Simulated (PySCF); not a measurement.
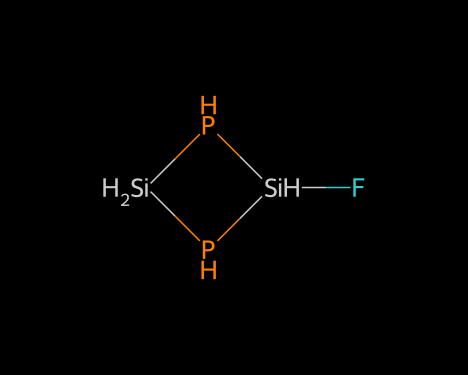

The drawing above gives the connectivity. Computed geometry: PBE0-D3(BJ)/def2-SVP optimisation. No frequency run is at hand to confirm it as a minimum.

Describe the 3D structure.

It has 10 atoms: 1 fluorine, 5 hydrogen, 2 phosphorus and 2 silicon (FH₅P₂Si₂). SMILES: `F[SiH]1P[SiH2]P1`. Independent rings (smallest set): 1 of 4 members. Among its groups: Si–H bond. The point group is C1. Coordination: 2 Si tetrahedral; 2 P trigonal pyramidal.

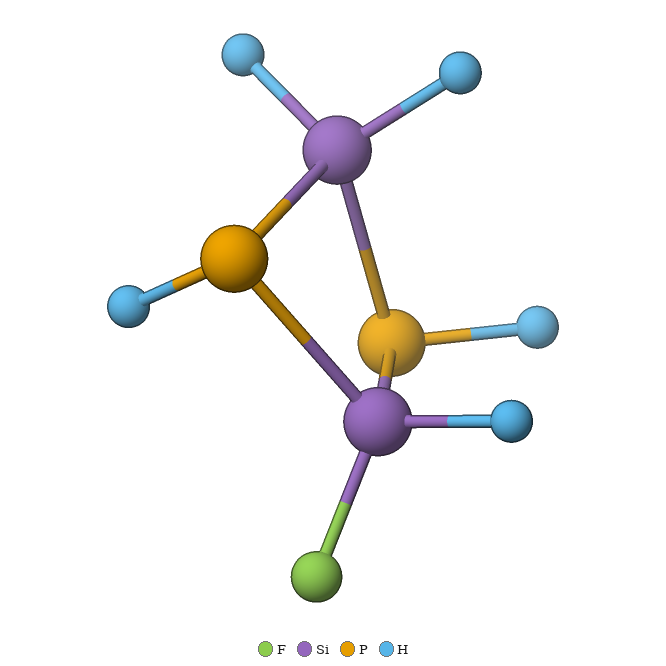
